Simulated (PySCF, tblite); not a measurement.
# B11N11H14: electronic excitations, NMR shifts

Aim: compute the electronic excitations, NMR shifts of B11N11H14.

Computed with tblite 0.8.0 and PySCF 2.14.0 and routines of our own; the level stands in each step. Atoms count from 0.

## (1) The system as given

36 atoms, charge 0, multiplicity 1; geometry from: force field, distance geometry or constructed start.

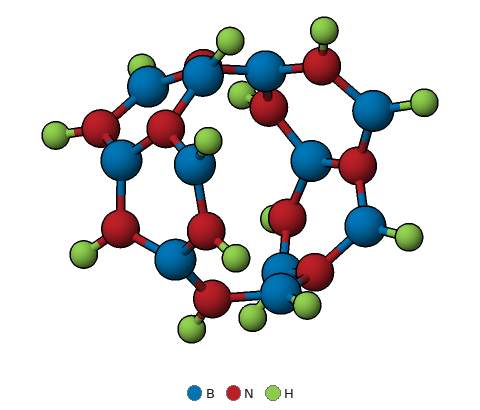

The starting geometry (boron blue, nitrogen red, hydrogen green).

## (2) Optimising the geometry with GFN2-xTB

What the job is given:

```
{"job": {"kind": "relax", "xc": "GFN2-xTB", "basis": "xTB"}, "charge": 0, "multiplicity": 1}
B      2.551800     0.598600     0.509200
N      1.849900     1.804500     0.156000
B      1.547500     2.053400    -1.227700
N      0.225600     2.499500    -1.582800
B      1.009000     2.333900     1.210000
N     -0.376200     2.446200     0.856100
B     -0.758200     2.336800    -0.536200
N     -1.864100     1.504300    -0.879300
B     -1.287900     2.053600     1.902000
N     -2.170900     0.980200     1.556100
B     -2.297200     0.599200     0.160800
N     -2.241800    -0.788000    -0.185000
B     -2.085400    -1.154400    -1.571600
N     -1.118700    -2.156400    -1.927200
B     -1.742700    -1.644700     0.858900
N     -0.569800    -2.390800     0.517100
B     -0.174300    -2.469700    -0.879900
N      1.193700    -2.252500    -1.229700
B      0.425800    -2.469800     1.557000
N      1.705600    -1.926900     1.209300
B      1.989900    -1.646000    -0.183500
N      2.586100    -0.394800    -0.533100
H      3.045900     0.442700     1.564700
H      2.351300     1.899300    -2.057500
H     -0.002600     2.900500    -2.506700
H      1.419000     2.649900     2.256400
H     -2.328600     1.543900    -1.812500
H     -1.315200     2.577200     2.950900
H     -2.706200     0.480800     2.287800
H     -2.730300    -0.642100    -2.400500
H     -1.101300    -2.618400    -2.856600
H     -2.256600    -1.735200     1.906200
H      1.584100    -2.499000    -2.161600
H      0.207700    -2.945400     2.605500
H      2.413700    -1.733100     1.938700
H      3.015000    -0.215000    -1.466800
```

Launch:

```bash
$ OMP_NUM_THREADS=1 python large_run.py task.json out
```

One launch serves the whole session: the jobs run in the order shown.

What it wrote:

```text
step      E/eV     max force
  0   -1457.54658    2.059
  1   -1458.04122    1.598
  2   -1458.41296    1.238
  3   -1458.65623    0.695
  4   -1458.73952    0.494
  5   -1458.77764    0.461
  6   -1458.83106    0.346
  7   -1458.86501    0.334
  8   -1458.89428    0.280
  9   -1458.91607    0.286
 10   -1458.93665    0.265
 11   -1458.95768    0.294
 12   -1458.98027    0.383
 13   -1459.00398    0.372
 14   -1459.02694    0.270
 15   -1459.04715    0.251
 16   -1459.06340    0.244
 17   -1459.07542    0.246
 18   -1459.08504    0.227
 19   -1459.09478    0.226
 20   -1459.10517    0.226
 21   -1459.11475    0.191
 22   -1459.12189    0.137
 23   -1459.12701    0.135
 24   -1459.13208    0.177
 25   -1459.13824    0.165
 26   -1459.14424    0.140
 27   -1459.14987    0.159
 28   -1459.15629    0.168
 29   -1459.16453    0.170
 30   -1459.17344    0.161
 31   -1459.18036    0.142
 32   -1459.18493    0.131
 33   -1459.18912    0.114
 34   -1459.19422    0.149
 35   -1459.19943    0.154
 36   -1459.20362    0.111
 37   -1459.20697    0.099
 38   -1459.21013    0.123
 39   -1459.21308    0.111
 40   -1459.21546    0.077
 41   -1459.21741    0.080
 42   -1459.21954    0.096
 43   -1459.22232    0.124
 44   -1459.22544    0.109
 45   -1459.22829    0.089
 46   -1459.23073    0.099
 47   -1459.23299    0.080
 48   -1459.23498    0.088
 49   -1459.23647    0.083
 50   -1459.23759    0.081
 51   -1459.23867    0.062
 52   -1459.23975    0.061
 53   -1459.24062    0.047
 54   -1459.24115    0.040
 55   -1459.24148    0.033
 56   -1459.24176    0.037
 57   -1459.24199    0.031
 58   -1459.24218    0.024
 59   -1459.24234    0.021
 60   -1459.24250    0.027
 61   -1459.24266    0.029
 62   -1459.24282    0.024
 63   -1459.24297    0.023
 64   -1459.24311    0.023
 65   -1459.24325    0.026
 66   -1459.24337    0.023
 67   -1459.24348    0.022
 68   -1459.24357    0.019
```

It took 2.9 s on 1 thread of Arm Neoverse N1, shared host; peak memory 0.16 GiB.

Step by step:

```csv
step,energy from step 0 (eV),largest force (eV/Å)
0,0.0000,2.0593
1,-0.4946,1.5976
2,-0.8664,1.2376
3,-1.1097,0.6948
4,-1.1929,0.4941
5,-1.2311,0.4612
6,-1.2845,0.3461
7,-1.3184,0.3345
8,-1.3477,0.2802
13,-1.4574,0.3724
18,-1.5385,0.2269
23,-1.5804,0.1342
28,-1.6097,0.1676
33,-1.6425,0.1142
38,-1.6635,0.1231
43,-1.6757,0.1235
48,-1.6884,0.0877
53,-1.6940,0.0465
58,-1.6956,0.0241
64,-1.6965,0.0227
65,-1.6967,0.0256
66,-1.6968,0.0221
67,-1.6969,0.0223
68,-1.6970,0.0185
```

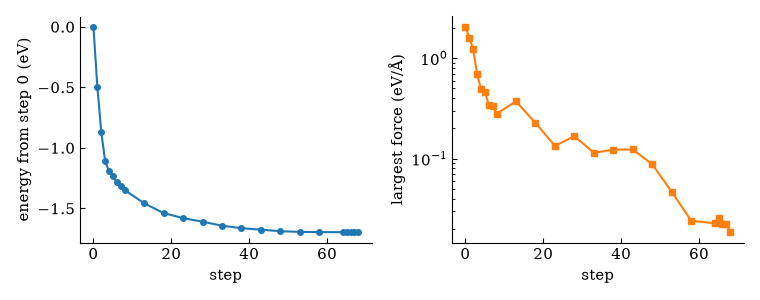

Energy and largest force along the relaxation.

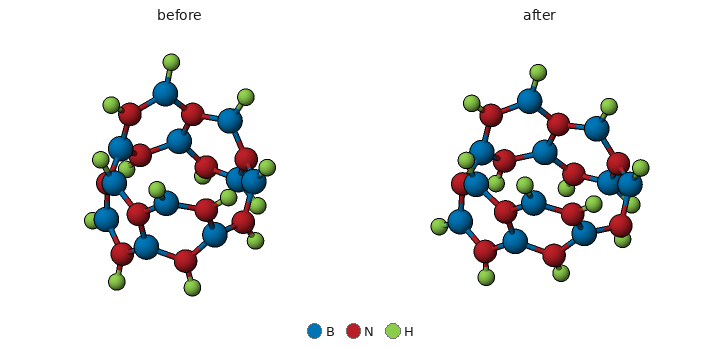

Before and after, at one scale.

Distances of close pairs at the start and the end, largest changes first:

```csv
bond,before (Å),after (Å),change (Å)
B2–N3,1.440,1.405,-0.035
N7–H26,1.043,1.009,-0.034
N17–H32,1.040,1.009,-0.031
N21–H35,1.043,1.012,-0.031
B12–N13,1.437,1.407,-0.030
N13–H30,1.038,1.009,-0.029
N9–H28,1.035,1.007,-0.028
N19–H34,1.035,1.007,-0.028
```

The final coordinates are the input of the step that follows.

## (3) Electronic excitations: TDA PBE0/def2-SVP

What the job is given:

```
{"job": {"kind": "uv", "basis": "def2-SVP", "grid": 1, "kgrid": 0, "vcut": 1.5, "nstates": 6, "ntriplets": 2, "tda": true, "delta": [], "pop": true, "xc": "PBE0"}, "charge": 0, "multiplicity": 1}
B      2.884717     0.700749     0.528204
N      2.073661     1.809570     0.142056
B      1.718378     2.100529    -1.226087
N      0.363245     2.281738    -1.548126
B      1.107256     2.140852     1.171570
N     -0.271050     2.133781     0.828004
B     -0.637761     1.971671    -0.560117
N     -1.874897     1.367127    -0.902781
B     -1.285300     1.877821     1.826461
N     -2.378014     1.079982     1.446122
B     -2.438878     0.514731     0.118796
N     -2.612686    -0.886128    -0.153078
B     -2.461319    -1.354614    -1.516264
N     -1.277669    -2.036444    -1.853074
B     -1.890209    -1.641102     0.865163
N     -0.613197    -2.155496     0.513311
B     -0.217478    -2.077184    -0.874770
N      1.146214    -1.878364    -1.209918
B      0.415841    -2.290549     1.516274
N      1.726588    -1.941083     1.146702
B      2.037928    -1.445758    -0.166350
N      3.002010    -0.409377    -0.401411
H      3.266214     0.578353     1.629578
H      2.544307     2.170651    -2.062440
H      0.084920     2.428504    -2.506164
H      1.448588     2.283834     2.283287
H     -2.043328     1.130217    -1.868873
H     -1.166164     2.260076     2.927417
H     -2.990086     0.713484     2.156563
H     -3.274042    -1.116166    -2.332607
H     -1.095151    -2.301291    -2.808997
H     -2.284720    -1.712497     1.966704
H      1.388142    -1.701417    -2.173466
H      0.156600    -2.615219     2.611918
H      2.432344    -1.850143     1.859146
H      3.008646    -0.108984    -1.368275
```

With the program's defaults for keys left out, this is: TDA PBE0/def2-SVP, vertical, gas phase, core orbitals frozen in the response, virtual orbitals cut by energy.

What it wrote:

```text
start: PBE on a coarse grid of 30087 points
cycle   1  E = -882.7032879625  dE =  3.352e+00  |g| = 1.236e+00  |ddm| = 7.379e+00
cycle   2  E = -881.9521803466  dE =  7.511e-01  |g| = 2.181e+00  |ddm| = 3.997e+00
cycle   3  E = -883.0529129201  dE = -1.101e+00  |g| = 2.001e-01  |ddm| = 2.789e+00
cycle   4  E = -883.0629029711  dE = -9.990e-03  |g| = 8.103e-02  |ddm| = 3.236e-01
cycle   5  E = -883.0642645749  dE = -1.362e-03  |g| = 3.268e-02  |ddm| = 1.024e-01
cycle   6  E = -883.0644925436  dE = -2.280e-04  |g| = 1.201e-02  |ddm| = 4.169e-02
cycle   7  E = -883.0645284722  dE = -3.593e-05  |g| = 2.413e-03  |ddm| = 1.407e-02
final grid: 132275 points
cycle   8  E = -883.2990369827  dE = -1.468e-02  |g| = 3.325e-02  |ddm| = 5.572e-01
cycle   9  E = -883.2991995001  dE = -1.625e-04  |g| = 2.432e-02  |ddm| = 7.907e-02
cycle  10  E = -883.2993490066  dE = -1.495e-04  |g| = 7.708e-03  |ddm| = 3.683e-02
cycle  11  E = -883.2993601394  dE = -1.113e-05  |g| = 2.620e-03  |ddm| = 9.338e-03
cycle  12  E = -883.2993622073  dE = -2.068e-06  |g| = 7.657e-04  |ddm| = 3.232e-03
cycle  13  E = -883.2993602710  dE =  1.936e-06  |g| = 2.361e-04  |ddm| = 9.802e-04
cycle  14  E = -883.2993612704  dE = -9.994e-07  |g| = 5.621e-05  |ddm| = 2.946e-04
converged SCF energy = -883.2993612704

Static polarisability (au): isotropic 177.575, principal 157.126 175.964 199.635

Singlet excitations
state   eV       nm        f      main configurations
  1   5.4743    226.5   0.02133   H-1->L 0.90
  2   5.6627    218.9   0.03441   H->L+1 0.65, H->L 0.28
  3   5.8251    212.8   0.01713   H->L 0.51, H->L+1 0.21, H->L+2 0.18
  4   5.9323    209.0   0.04047   H->L+2 0.67, H->L 0.15
  5   6.1488    201.6   0.00524   H-1->L+2 0.47, H-1->L+1 0.19
  6   6.2559    198.2   0.00523   H-1->L+1 0.65, H-1->L+2 0.19

Triplet excitations (Tamm-Dancoff, eV): 5.0553 5.3341
```

It took 2.3 min on 1 thread of Arm Neoverse N1, shared host; peak memory 0.73 GiB.

The orbitals next to the gap, with their largest atomic shares:

```csv
orbital,eV,atoms
HOMO−4,-8.35,"N1 20 %, N11 13 %, N17 13 %"
HOMO−3,-7.82,"N19 21 %, N9 12 %, N17 12 %"
HOMO−2,-7.56,"N9 21 %, N7 13 %, N3 13 %"
HOMO−1,-7.03,"N21 37 %, N1 17 %, N17 9 %"
HOMO,-6.96,"N11 34 %, N7 15 %, N5 6 %"
LUMO,-0.30,"B0 32 %, B2 30 %, B4 7 %"
LUMO+1,0.02,"B12 35 %, B10 15 %, B8 14 %"
LUMO+2,0.09,"B14 40 %, B16 14 %, B12 8 %"
LUMO+3,0.46,"B4 41 %, B6 14 %, B18 10 %"
```

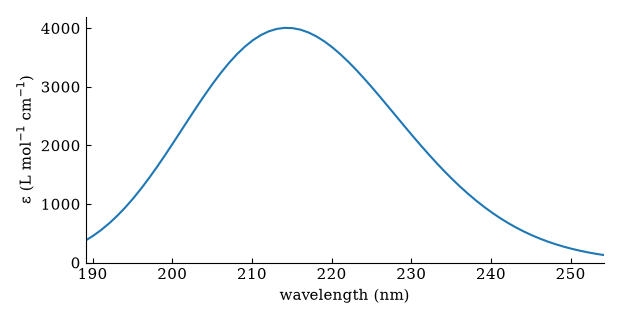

Absorption spectrum: each of the 6 states is a Gaussian band of 0.4 eV half-width at 1/e. Beyond the last state computed it falls off for lack of states.

Ground-state properties from the same run:

```csv
property,computed
dipole moment (D),4.14
polarisability (Å³),26.31
HOMO–LUMO gap (eV),6.66
−ε(HOMO) (eV),6.96
```

## (4) NMR shifts: GIAO KT3/pcSseg-1

The job, as its differences from that of step 3:

```diff
@@ -1,2 +1,2 @@
-{"job": {"kind": "uv", "basis": "def2-SVP", "grid": 1, "kgrid": 0, "vcut": 1.5, "nstates": 6, "ntriplets": 2, "tda": true, "delta": [], "pop": true, "xc": "PBE0"}, "charge": 0, "multiplicity": 1}
+{"job": {"kind": "nmr", "xc": "KT3", "basis": "pcSseg-1", "pop": false}, "charge": 0, "multiplicity": 1}
 B      2.884717     0.700749     0.528204
```

With the program's defaults for keys left out, this is: GIAO KT3/pcSseg-1 NMR shielding, non-relativistic, gas phase.

What it wrote:

```text
start: PBE on a coarse grid of 30087 points
cycle   1  E = -883.2486006626  dE =  3.467e+00  |g| = 1.274e+00  |ddm| = 5.897e+00
cycle   2  E = -882.4796892301  dE =  7.689e-01  |g| = 2.242e+00  |ddm| = 3.208e+00
cycle   3  E = -883.6049992724  dE = -1.125e+00  |g| = 2.105e-01  |ddm| = 2.318e+00
cycle   4  E = -883.6155831567  dE = -1.058e-02  |g| = 8.104e-02  |ddm| = 2.746e-01
cycle   5  E = -883.6169000336  dE = -1.317e-03  |g| = 3.192e-02  |ddm| = 8.094e-02
cycle   6  E = -883.6171020004  dE = -2.020e-04  |g| = 1.285e-02  |ddm| = 3.604e-02
cycle   7  E = -883.6171397671  dE = -3.777e-05  |g| = 2.518e-03  |ddm| = 1.227e-02
final grid: 279801 points
cycle   8  E = -898.9885289600  dE = -4.458e-02  |g| = 1.458e-01  |ddm| = 5.169e-01
cycle   9  E = -898.9795904165  dE =  8.939e-03  |g| = 2.487e-01  |ddm| = 2.989e-01
cycle  10  E = -898.9932008146  dE = -1.361e-02  |g| = 1.377e-02  |ddm| = 1.909e-01
cycle  11  E = -898.9932465850  dE = -4.577e-05  |g| = 5.857e-03  |ddm| = 2.180e-02
cycle  12  E = -898.9932527764  dE = -6.191e-06  |g| = 2.107e-03  |ddm| = 6.735e-03
cycle  13  E = -898.9932532032  dE = -4.268e-07  |g| = 5.487e-04  |ddm| = 2.263e-03
cycle  14  E = -898.9932549700  dE = -1.767e-06  |g| = 1.667e-04  |ddm| = 5.706e-04
cycle  15  E = -898.9932553510  dE = -3.811e-07  |g| = 7.096e-05  |ddm| = 1.940e-04
converged SCF energy = -898.9932553510

GIAO shielding tensors (ppm)
atom      isotropic    diamagn.    paramagn.     s11        s22        s33       span
  0 B       67.284     206.105    -138.821     46.945     49.202    105.703     58.758
  1 N       76.640     345.752    -269.112     -5.089     11.887    223.123    228.211
  2 B       73.910     208.947    -135.037     45.965     61.519    114.247     68.283
  3 N      132.545     335.149    -202.604     27.795    160.256    209.585    181.790
  4 B       73.855     205.812    -131.957     50.695     62.142    108.728     58.033
  5 N      102.601     343.074    -240.473     22.754     35.515    249.536    226.782
  6 B       80.361     211.597    -131.236     59.608     74.041    107.433     47.825
  7 N      139.781     341.149    -201.368     71.256    141.300    206.788    135.532
  8 B       73.084     203.659    -130.575     48.639     63.909    106.703     58.065
  9 N      133.673     335.094    -201.422     39.955    149.890    211.173    171.219
 10 B       77.345     212.447    -135.102     61.835     66.754    103.447     41.612
 11 N      110.883     347.382    -236.499     38.416     67.785    226.448    188.032
 12 B       72.124     207.910    -135.786     45.399     58.162    112.811     67.412
 13 N      132.773     333.862    -201.089     29.866    163.739    204.714    174.848
 14 B       70.397     207.094    -136.697     47.772     55.797    107.620     59.847
 15 N       95.529     343.527    -247.998     16.954     32.142    237.492    220.538
 16 B       80.414     211.596    -131.182     57.657     75.881    107.704     50.047
 17 N      152.115     338.751    -186.636     81.291    173.160    201.894    120.603
 18 B       74.285     204.693    -130.408     49.265     64.295    109.296     60.031
 19 N      138.708     333.840    -195.132     40.509    157.201    218.414    177.905
 20 B       78.893     210.316    -131.424     60.854     70.398    105.426     44.571
 21 N      139.002     338.898    -199.896     70.118    132.738    214.151    144.033
 22 H       26.702      36.176      -9.474     25.065     26.434     28.608      3.543
 23 H       26.874      34.717      -7.843     24.915     27.088     28.619      3.705
 24 H       26.850      37.202     -10.351     23.500     26.103     30.948      7.447
 25 H       26.980      35.206      -8.225     24.728     27.170     29.043      4.316
 26 H       28.679      43.067     -14.388     25.581     28.930     31.526      5.945
 27 H       27.135      32.881      -5.746     24.791     27.073     29.541      4.750
 28 H       26.768      34.518      -7.750     23.231     25.830     31.244      8.012
 29 H       26.798      33.494      -6.696     24.759     26.539     29.094      4.335
 30 H       26.775      35.455      -8.680     23.244     25.671     31.410      8.166
 31 H       26.763      36.606      -9.843     24.728     27.026     28.537      3.809
 32 H       28.239      41.877     -13.638     24.832     27.866     32.019      7.186
 33 H       27.209      33.841      -6.631     24.958     27.178     29.492      4.533
 34 H       26.917      35.570      -8.653     23.008     26.280     31.463      8.455
 35 H       29.347      42.714     -13.367     26.515     29.299     32.227      5.712
```

It took 1.9 min on 1 thread of Arm Neoverse N1, shared host; peak memory 0.7 GiB.

The references, computed at this level on geometries of the same kind, shield at (ppm): ¹H TMS 31.76, ¹⁵N NH3 264.4, ¹¹B BF3·OEt2 100.0. Their shielding less the atom's gives the shift. The references are single molecules in the gas phase, so shifts against H2O, NH3, PH3, H3PO4 or CFCl3 are not on the usual liquid scales and can be off by tens of ppm.

```csv
atoms,environment,σ (ppm),δ (ppm)
H22,hydrogen on a boron bonded to 2 N,26.70,5.06
H31,hydrogen on a boron bonded to 2 N,26.76,5.00
H28,hydrogen on a nitrogen bonded to 2 B,26.77,4.99
H30,hydrogen on a nitrogen bonded to 2 B,26.77,4.99
H29,hydrogen on a boron bonded to 2 N,26.80,4.96
H24,hydrogen on a nitrogen bonded to 2 B,26.85,4.91
H23,hydrogen on a boron bonded to 2 N,26.87,4.89
H34,hydrogen on a nitrogen bonded to 2 B,26.92,4.84
H25,hydrogen on a boron bonded to 2 N,26.98,4.78
H27,hydrogen on a boron bonded to 2 N,27.14,4.62
H33,hydrogen on a boron bonded to 2 N,27.21,4.55
H32,hydrogen on a nitrogen bonded to 2 B,28.24,3.52
H26,hydrogen on a nitrogen bonded to 2 B,28.68,3.08
H35,hydrogen on a nitrogen bonded to 2 B,29.35,2.41
B0,"boron bonded to 2 N, H",67.3,32.7
B14,"boron bonded to 2 N, H",70.4,29.6
B12,"boron bonded to 2 N, H",72.1,27.9
B8,"boron bonded to 2 N, H",73.1,26.9
B4,"boron bonded to 2 N, H",73.9,26.1
B2,"boron bonded to 2 N, H",73.9,26.1
B18,"boron bonded to 2 N, H",74.3,25.7
B10,boron bonded to 3 N,77.3,22.6
B20,boron bonded to 3 N,78.9,21.1
B6,boron bonded to 3 N,80.4,19.6
B16,boron bonded to 3 N,80.4,19.6
N1,nitrogen bonded to 3 B,76.6,187.8
N15,nitrogen bonded to 3 B,95.5,168.9
N5,nitrogen bonded to 3 B,102.6,161.8
N11,nitrogen bonded to 3 B,110.9,153.5
N3,"nitrogen bonded to 2 B, H",132.5,131.8
N13,"nitrogen bonded to 2 B, H",132.8,131.6
N9,"nitrogen bonded to 2 B, H",133.7,130.7
N19,"nitrogen bonded to 2 B, H",138.7,125.7
N21,"nitrogen bonded to 2 B, H",139.0,125.4
N7,"nitrogen bonded to 2 B, H",139.8,124.6
N17,"nitrogen bonded to 2 B, H",152.1,112.3
```

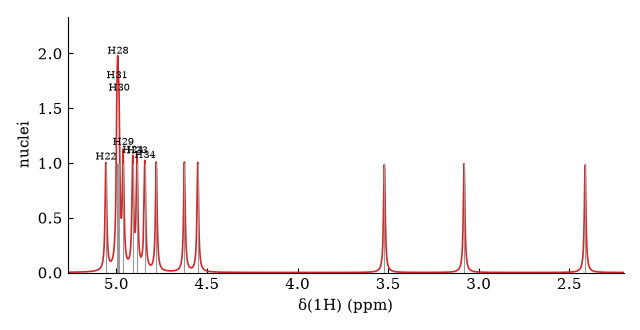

¹H lines at the computed shifts, without couplings. Lines are broadened to a width of 0.01 ppm (Lorentzian).

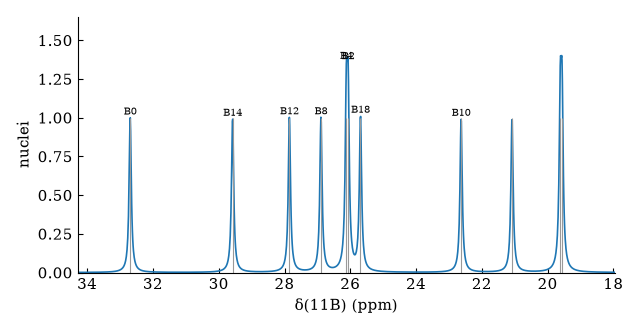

¹¹B lines at the computed shifts, without couplings. Lines are broadened to a width of 0.08 ppm (Lorentzian).

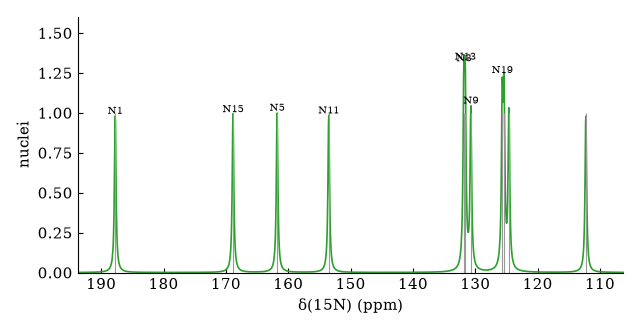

¹⁵N lines at the computed shifts, without couplings. Lines are broadened to a width of 0.30 ppm (Lorentzian).

Ring of atoms N1, B2, N3, B4, N5, B6: NICS(0) -2.1, NICS(1) -2.9, NICS(1)zz -4.7 ppm (means of both faces).

Ring of atoms N5, B6, N7, B8, N9, B10: NICS(0) -2.8, NICS(1) -2.8, NICS(1)zz -2.5 ppm (means of both faces; NICS(1) differs between them: -4.1 and -1.4).

Ring of atoms N11, B12, N13, B14, N15, B16: NICS(0) -1.9, NICS(1) -2.7, NICS(1)zz -4.2 ppm (means of both faces).

## (5) What came out

```
                                  quantity                                                                                   value
            lowest singlet (PBE0/def2-SVP)                                                             5.47 eV (226 nm), f = 0.021
  brightest single state of those computed                                                             state 4, 5.93 eV, f = 0.040
                            lowest triplet                                                                                 5.06 eV
      ¹H shifts against TMS (KT3/pcSseg-1)  5.06, 5.00, 4.99, 4.99, 4.96, 4.91, 4.89, 4.84, 4.78, 4.62, 4.55, 3.52, 3.08, 2.41 ppm
¹¹B shifts against BF3·OEt2 (KT3/pcSseg-1)                    32.7, 29.6, 27.9, 26.9, 26.1, 26.1, 25.7, 22.6, 21.1, 19.6, 19.6 ppm
     ¹⁵N shifts against NH3 (KT3/pcSseg-1)         187.8, 168.9, 161.8, 153.5, 131.8, 131.6, 130.7, 125.7, 125.4, 124.6, 112.3 ppm
```

**Reading.** The first singlet state (HOMO−1→LUMO 0.90) lies at 5.47 eV and is weak; of the 6 states computed, the strongest absorption comes from state 4 at 5.93 eV. The lowest triplet lies 0.42 eV below the lowest singlet.
